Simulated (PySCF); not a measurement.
## Run report: C₃H₄F₄, NMR shielding calculation

System: C₃H₄F₄ (1,1,1,3-tetrafluoropropane), SMILES FCCC(F)(F)F.
Method: GIAO PBE0/pcSseg-1 NMR shielding, non-relativistic, gas phase (PySCF 2.14.0).

The geometry comes from this level: GFN2-xTB, NEB image 0 of 0 to 8. It belongs to a series of runs on one base structure; here: NEB image 0 of 0 to 8. Figures and captions count atoms from 1; the log counts them from 0 in places.

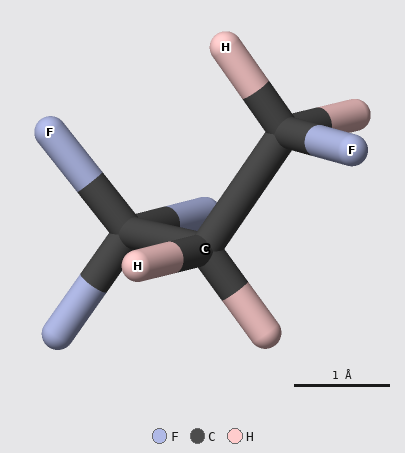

**Figure 1.** The input geometry (stick view, seen at a tilt).

### The input
```
{"job": {"kind": "nmr", "xc": "PBE0", "basis": "pcSseg-1", "pop": false}, "charge": 0, "multiplicity": 1}
F      2.414200    -0.272800    -0.113200
C      1.223300     0.378000     0.052800
C      0.076900    -0.614200    -0.134700
C     -1.259700     0.075800     0.040100
F     -1.396300     0.620400     1.258300
F     -2.284800    -0.769800    -0.120200
F     -1.438700     1.070400    -0.842000
H      1.185300     1.177600    -0.694200
H      1.224600     0.801100     1.062600
H      0.112400    -1.046300    -1.136800
H      0.148400    -1.417600     0.601400
```

The first line tells a small driver script what to run in PySCF; the rest is the geometry in Å.

Run on 1 CPU thread, shared host.

Run as:
```bash
OMP_NUM_THREADS=1 python <driver script> task.json out
```

### Output
```
coarse grid: 10088 points
cycle   1  E = -515.3387954671  dE =  9.807e-01  |g| = 9.520e-01  |ddm| = 2.737e+00
cycle   2  E = -515.1883694540  dE =  1.504e-01  |g| = 1.414e+00  |ddm| = 1.206e+00
cycle   3  E = -515.4868569331  dE = -2.985e-01  |g| = 6.104e-02  |ddm| = 7.471e-01
cycle   4  E = -515.4873720844  dE = -5.152e-04  |g| = 3.541e-02  |ddm| = 5.950e-02
cycle   5  E = -515.4876412543  dE = -2.692e-04  |g| = 5.303e-03  |ddm| = 2.663e-02
cycle   6  E = -515.4876454194  dE = -4.165e-06  |g| = 2.055e-03  |ddm| = 3.463e-03
final grid: 101528 points
cycle   7  E = -515.5537643707  dE = -4.353e-05  |g| = 8.298e-03  |ddm| = 2.122e-02
cycle   8  E = -515.5537535283  dE =  1.084e-05  |g| = 1.187e-02  |ddm| = 1.197e-02
cycle   9  E = -515.5537776434  dE = -2.412e-05  |g| = 7.626e-04  |ddm| = 6.734e-03
cycle  10  E = -515.5537777472  dE = -1.037e-07  |g| = 1.997e-04  |ddm| = 6.968e-04
cycle  11  E = -515.5537777540  dE = -6.842e-09  |g| = 4.729e-05  |ddm| = 1.458e-04
cycle  12  E = -515.5537777544  dE = -3.548e-10  |g| = 1.477e-05  |ddm| = 3.781e-05
```

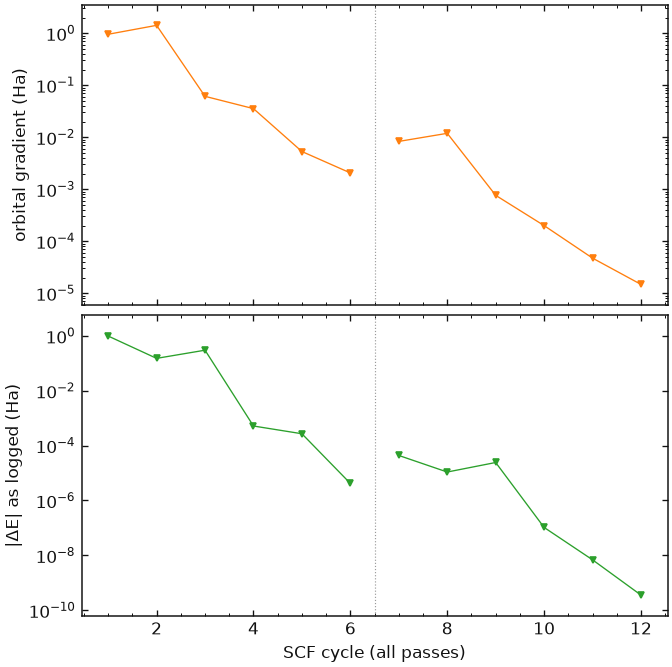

**Figure 2.** Convergence of the self-consistent field: orbital gradient and size of the energy change against the SCF cycle. The dotted line marks the change from a coarse to the final integration grid. The first 6 cycles use a coarse grid, the final grid takes over at cycle 7, and the field converges after 12 cycles in all.

```
converged SCF energy = -515.5537777544

GIAO shielding tensors (ppm)
atom      isotropic    diamagn.    paramagn.     s11        s22        s33       span
  0 F      430.467     469.673     -39.207    397.111    425.753    468.536     71.425
  1 C      105.809     242.404    -136.595     68.770     82.791    165.865     97.095
  2 C      147.057     250.807    -103.750    125.459    143.880    171.832     46.373
  3 C       53.174     241.326    -188.152     51.108     51.977     56.436      5.328
  4 F      257.567     474.225    -216.658    166.137    265.897    340.667    174.529
  5 F      247.501     471.523    -224.022    157.913    244.351    340.239    182.326
  6 F      257.606     474.217    -216.611    166.168    265.958    340.691    174.523
  7 H       26.701      28.627      -1.926     21.929     28.320     29.853      7.924
  8 H       26.701      28.629      -1.927     21.934     28.322     29.848      7.914
  9 H       29.078      29.535      -0.457     25.807     28.442     32.986      7.178
 10 H       29.074      29.534      -0.460     25.804     28.434     32.985      7.181
```

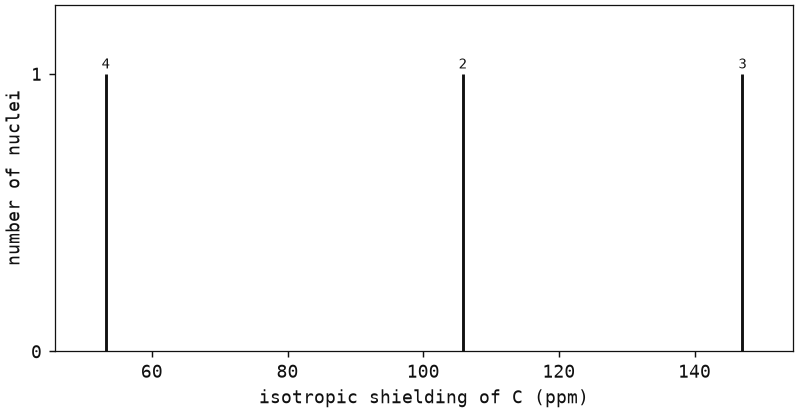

**Figure 3.** Isotropic shieldings of the carbon nuclei in this fixed geometry, labelled by atom number; shielding grows to the right, so chemical shift grows to the left. The least shielded is C4 (53.2 ppm), the most shielded C3 (147.1 ppm).

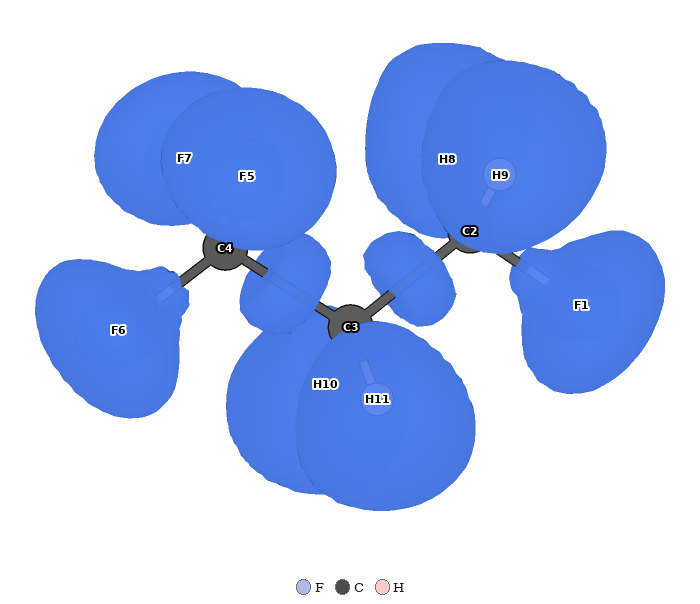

**Figure 4.** Isosurface of the ELF at 0.75 (blue), seen at a tilt. Only the valence region is drawn (cores and ρ < 0.01 e/Å³ removed). Along the contacts the grid gives the following. C–F (1.34 Å): the ELF peaks at about 0.85 between the atoms, which marks a polar covalent bond.

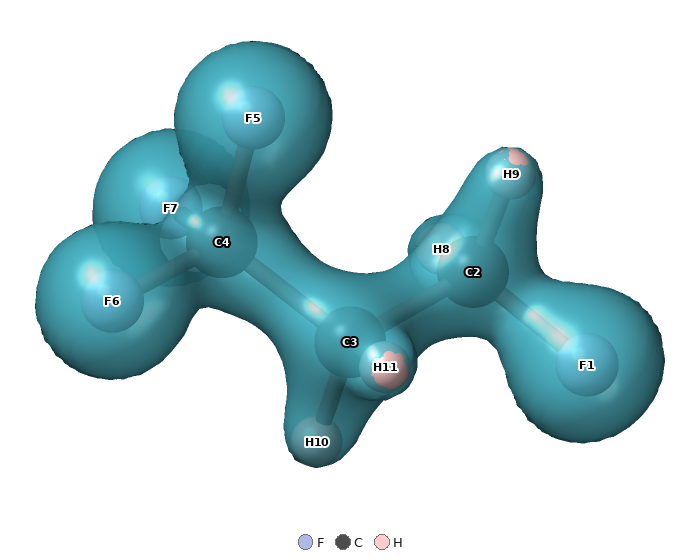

**Figure 5.** Isosurface of the electron density at 1 e/Å³ (cyan), seen at a tilt. At this value the surface is in one piece. On the grid the lowest density along these lines, outside the cores, is 1.9 e/Å³ (C–F, 1.34 Å), 1.8 e/Å³ (C–C, 1.51 Å) and 1.9 e/Å³ (C–H, 1.09 Å).

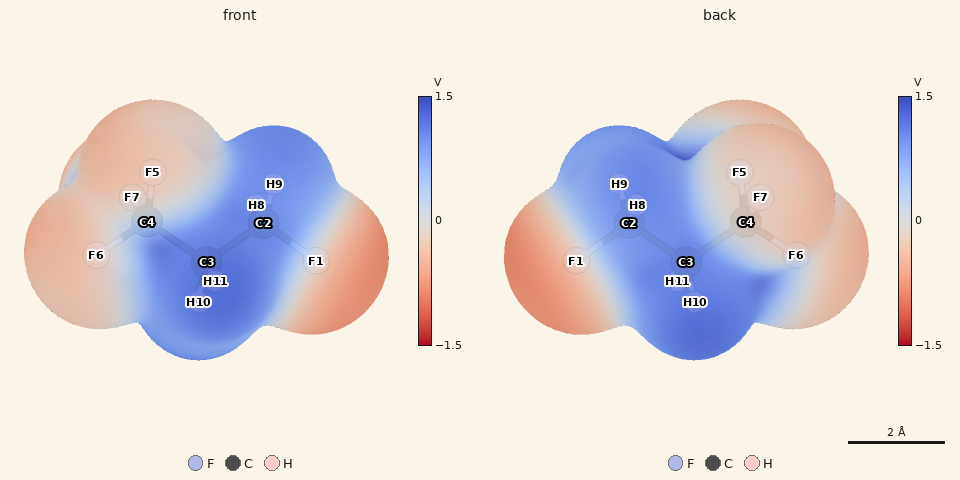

**Figure 6.** The molecular electrostatic potential painted on the density surface at 0.002 e/bohr³, seen at a tilt and from behind; red is negative and blue positive.

### Results in brief

```tsv
quantity	value
outcome	converged
total energy	−515.553778 hartree
HOMO	−9.96 eV
LUMO	1.56 eV
dipole moment	0.48 D
isotropic shielding, F	247.5 to 430.5 ppm
isotropic shielding, C	53.2 to 147.1 ppm
isotropic shielding, H	26.7 to 29.1 ppm
wall time	39 s
peak memory	0.68 GiB
```
